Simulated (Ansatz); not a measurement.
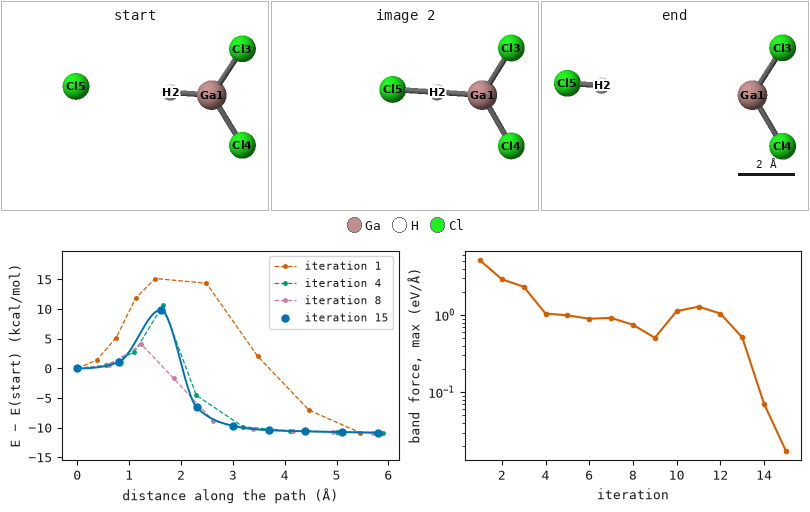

A search for the minimum-energy path of GaHCl3 (multiplicity 2), made up at the start of GaHCl$_{2}$ and Cl by the nudged elastic band. Images are numbered from 0 (start) to 8 (end). The plot follows the band through its iterations. A ball-and-stick model, seen at a tilt.

Level of theory: UHF/def2-SVP (Ansatz 0.2.0).

Input file:
```yaml
crystal:
  periodic: [false, false, false]
  atoms:
    - { symbol: Ga, position_ang: [0.0, 0.0, -0.249758] }
    - { symbol: H, position_ang: [0.0, 0.0, 1.295598] }
    - { symbol: Cl, position_ang: [1.818363, 0.0, -1.391414] }
    - { symbol: Cl, position_ang: [-1.818363, 0.0, -1.391414] }
    - { symbol: Cl, position_ang: [0.0, 0.0, 4.806987] }
magnetization:
  spin_polarized: true
  initial_magnetization: 1
basis:
  gaussian: { orbitals: def2-SVP }
hamiltonian:
  xc: hf
neb:
  order_check: false
  images: 7
  f_tol: 0.03
  max_iterations: 60
  final_atoms:
    - { symbol: Ga, position_ang: [-9.43e-06, -3.596e-05, -1.4394192] }
    - { symbol: H, position_ang: [6.189e-05, 0.00022343, 4.1813858] }
    - { symbol: Cl, position_ang: [1.8535307, -4.862e-05, -2.56228392] }
    - { symbol: Cl, position_ang: [-1.8535553, -4.862e-05, -2.56227447] }
    - { symbol: Cl, position_ang: [-2.787e-05, -9.023e-05, 5.4525908] }
  initial_path:
    images:
      - { positions_ang: [[0.0, 0.0, -0.249758], [0.0, 0.0, 1.295598], [1.818363, 0.0, -1.391414], [-1.818363, 0.0, -1.391414], [0.0, 0.0, 4.806987]] }
      - { positions_ang: [[0.0, 0.0, -0.18731855], [0.0, 0.0, 1.42669845], [1.84872225, 0.0, -1.32356055], [-1.84872225, 0.0, -1.32356055], [0.0, 0.0, 4.4777402]] }
      - { positions_ang: [[0.0, 0.0, -0.1248791], [0.0, 0.0, 1.5577989], [1.8790815, 0.0, -1.2557071], [-1.8790815, 0.0, -1.2557071], [0.0, 0.0, 4.1484934]] }
      - { positions_ang: [[0.0, 0.0, -0.06243965], [0.0, 0.0, 1.68889935], [1.90944075, 0.0, -1.18785365], [-1.90944075, 0.0, -1.18785365], [0.0, 0.0, 3.8192466]] }
      - { positions_ang: [[0.0, 0.0, -2.0e-07], [0.0, 0.0, 1.8199998], [1.9398, 0.0, -1.1200002], [-1.9398, 0.0, -1.1200002], [0.0, 0.0, 3.4899998]] }
      - { positions_ang: [[-2.36e-06, -8.99e-06, -0.35985495], [1.547e-05, 5.586e-05, 2.4103463], [1.91823268, -1.215e-05, -1.48057113], [-1.91823882, -1.215e-05, -1.48056877], [-6.97e-06, -2.256e-05, 3.98064755]] }
      - { positions_ang: [[-4.72e-06, -1.798e-05, -0.7197097], [3.095e-05, 0.00011172, 3.0006928], [1.89666535, -2.431e-05, -1.84114206], [-1.89667765, -2.431e-05, -1.84113734], [-1.393e-05, -4.512e-05, 4.4712953]] }
      - { positions_ang: [[-7.08e-06, -2.697e-05, -1.07956445], [4.642e-05, 0.00016757, 3.5910393], [1.87509803, -3.646e-05, -2.20171299], [-1.87511647, -3.646e-05, -2.20170591], [-2.09e-05, -6.768e-05, 4.96194305]] }
      - { positions_ang: [[-9.43e-06, -3.596e-05, -1.4394192], [6.189e-05, 0.00022343, 4.1813858], [1.8535307, -4.862e-05, -2.56228392], [-1.8535553, -4.862e-05, -2.56227447], [-2.787e-05, -9.023e-05, 5.4525908]] }
```

Launched with:
```bash
ansatz run input.yaml --threads 2 --pin off --max-ram 3072MiB --backend cpu --events-out ev --progress --plain --runs-dir out
```

Question: Judge this run.

Answer: The result is final at these settings. The band converged in 15 iterations. The largest component of the band force went from 5.1 to 0.017 eV/Å. The climbing image converged on the top of the path. Its vibrational analysis gives one imaginary mode (1374i cm⁻¹), as a transition state must have. The first iteration put the highest image at 15.2 kcal/mol. Forward barrier 9.9 kcal/mol, backward barrier 20.7 kcal/mol, with image 2 at the top; the reaction energy is −10.8 kcal/mol.

Limits of the set-up: the start holds two separate molecules, 3.5 Å apart at their closest, whose relative position is a soft coordinate and is computed without a dispersion correction; Hartree-Fock leaves out electron correlation.
